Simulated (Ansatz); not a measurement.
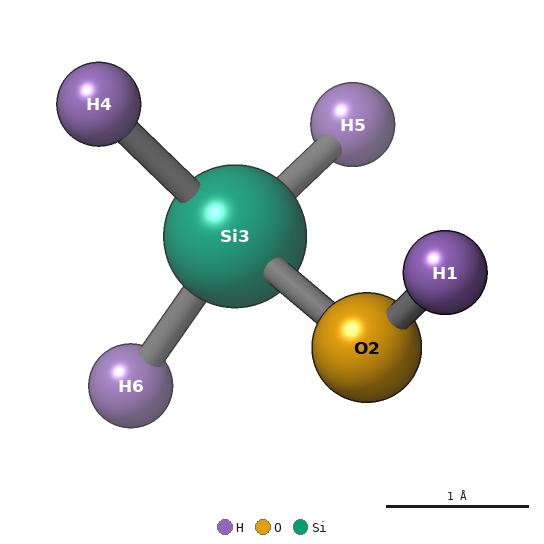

Orthographic view. Depth is shown by fading: the farther an atom, the more it takes the colour of the background. The computed structure is the end point of a PBE0-D4/def2-TZVP optimisation.

Write a Z-matrix (Å, degrees) in the order of the atom numbers, with these reference atoms: 2 to 1; 3 to 2, 1; 4 to 3, 2, 1; 5 to 3, 4, 2; 6 to 3, 5, 4.

```
H  
O    1   0.958
Si   2   1.648   1   117.9
H    3   1.489   2   111.7   1   -60.4
H    3   1.489   4   107.9   2  -123.1
H    3   1.480   5   109.9   4   119.7
```
